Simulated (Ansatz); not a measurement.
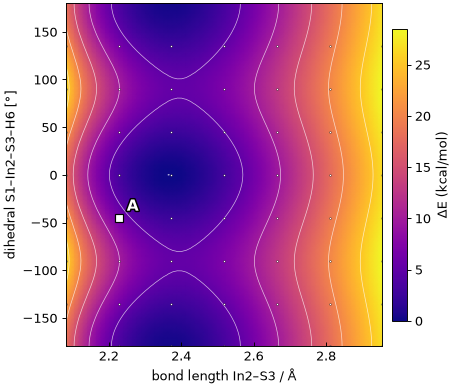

H₃InS₂, SMILES [SH][InH][SH]. Coordinates scanned: (1) bond length In2–S3; (2) dihedral S1–In2–S3–H6. Nothing is relaxed (all other coordinates rigid). The scan uses a 7 × 8 grid; 37 points were computed and 19 follow by symmetry. Points are written as (first, second). All energies are given in kcal/mol relative to the lowest grid point. These are results of RHF-MP2, frozen core/def2-TZVP (Ansatz 0.2.0), not measurements.

The picture shows a smooth colour map with a few white contour lines, dots at the grid points, the point A. Between grid points the surface is interpolated.

Q: Which way does the force act at A, and how strong is it?

A: A, at (2.227 Å, −45°), is not a stationary point. The computed force is 61 kcal/mol for each Å towards larger values of bond length In2–S3 and 0.12 kcal/mol for each degree towards larger values of dihedral S1–In2–S3–H6.
